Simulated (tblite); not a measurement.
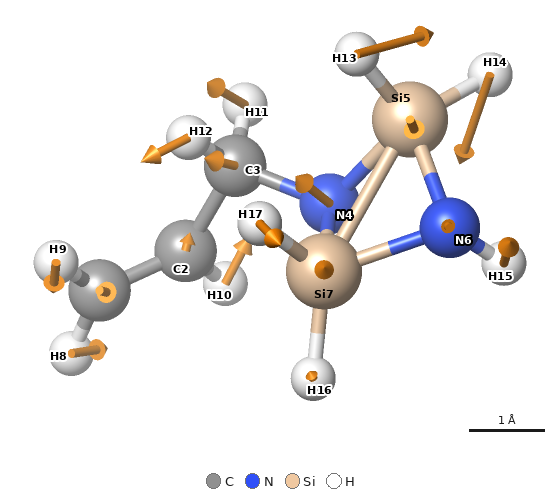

This is a relaxation of C₃H₁₀N₂Si₂. The starting structure is drawn; orange arrows show the displacements, at their true length. The two geometries are superimposed by the best rigid fit.

Style: ball-and-stick. Shown at a tilt.

Method: GFN2-xTB geometry optimisation, gas phase (tblite 0.8.0). 

> Which element moves most?

Hydrogen: up to 1.62 Å, against 0.92 Å for nitrogen.

> What happened in the run?

After 189 geometry steps the energy has fallen by 26.5 kcal/mol. An H atom moves most after the best rigid fit: 1.62 Å. Largest moves by element: H 1.62 Å, N 0.92 Å, C 0.62 Å, Si 0.54 Å. Near-neighbour distances that change, for instance: Si–Si 2.434 → 2.609 Å, N–Si 1.815 → 1.740 Å, H–N 1.062 → 1.002 Å, N–Si 1.777 → 1.743 Å. Among the angles between lasting bonds that change: Si–Si–H 95.1° → 125.2°, Si–Si–H 96.2° → 124.8°, Si–N–H 104.4° → 131.4°. The run took 2.4 s on 1 thread of Arm Neoverse N1, on a shared host.
